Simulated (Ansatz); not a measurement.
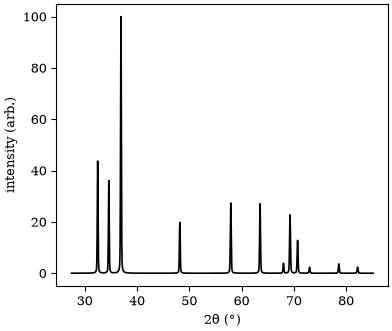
Fig. 1. Simulated powder pattern, Cu Kα, λ = 1.54184 Å

The pattern belongs to a structure relaxed with r²SCAN (plane waves, PAW; program Ansatz).

Pick the material that matches.
A) GaN, wurtzite
B) GaP, zinc blende
C) Ta, bcc (W type)
D) Si, diamond

A, GaN, wurtzite

Space group P6_3mc (wurtzite). Symmetry was held in the r²SCAN relaxation; phonons on a q-mesh show no instability. Scalar-relativistic: spin–orbit coupling is off unless named, which matters more the heavier the elements.

Potentials: the later of the program's two PAW sets.
